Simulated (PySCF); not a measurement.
# C5H10AlClO: what the fields show

```tsv
atom	x (Å)	y (Å)	z (Å)
C	-1.9722	0.7616	0.7568
C	-0.9636	1.4908	0.2956
C	0.3291	0.9336	-0.0812
C	1.4412	1.6434	-0.2395
O	0.3846	-0.4552	-0.2393
C	-0.0269	-0.9045	-1.5180
Al	0.7382	-1.8191	1.0193
Cl	1.1778	-0.8282	2.7514
H	-1.8899	-0.3092	0.8796
H	-2.9021	1.2119	1.0560
H	-1.0392	2.5653	0.2115
H	1.4516	2.7075	-0.0908
H	2.3743	1.1635	-0.4798
H	0.0548	-1.9906	-1.4925
H	-1.0610	-0.6161	-1.7198
H	0.6288	-0.5024	-2.2939
H	1.9093	-2.4933	0.2384
H	-0.6434	-2.5528	0.9346
```

Geometry: GFN2-xTB.

Computed with PySCF 2.14.0, PBE0/pcSseg-1, SCF density, gas phase, non-relativistic.

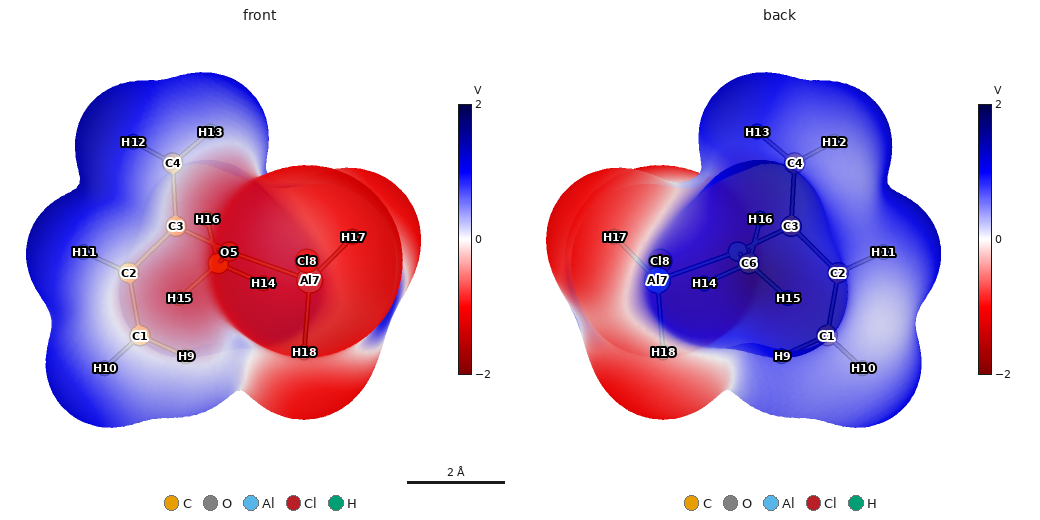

Figure 1. The molecular electrostatic potential painted on the density surface at 0.002 e/bohr³, seen from the front and from behind; the colour scale runs from red (negative) to blue (positive).

Q: Describe the electrostatic potential map.

A: The most negative region (about −1.2 V) lies over Cl8, the most positive (about +1.5 V) over C6 and H12.

Q: What dipole moment does the calculation give?

A: Its dipole moment is 6.05 D.

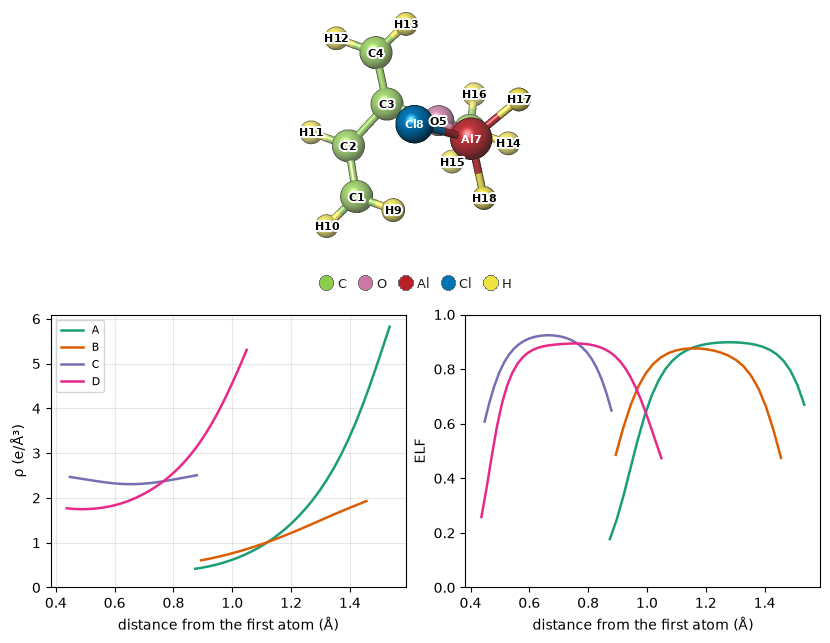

Figure 2. Total electron density and ELF along straight lines between neighbouring atoms. The curves leave out the atomic cores. The structure is drawn too.

Q: Which curve belongs to which contact (Al–Cl, Al–O, C–C and C–O)? The first atom named is at distance zero.

A: Curve A: Al–O (1.89 Å): the density is about 0.51 e/Å³ at the midpoint; the ELF peaks at about 0.90 in the valence shell of O, 0.6 Å from its nucleus, and is about 0.45 at the midpoint. Curve B: Al–Cl (2.04 Å): the density is about 0.8 e/Å³ at the midpoint; the ELF peaks at about 0.90 in the valence shell of Cl, 0.9 Å from its nucleus, and is about 0.80 at the midpoint. Curve C: C–C (1.33 Å): the density is about 2.3 e/Å³ at the midpoint; the ELF peaks at about 0.90 between the atoms (a short, multiple covalent bond). Curve D: C–O (1.40 Å): the density is about 2.1 e/Å³ at the midpoint, with its minimum of 1.7 e/Å³ about 0.5 Å from C; the ELF peaks at about 0.90 between the atoms: a shared but strongly polarised pair.
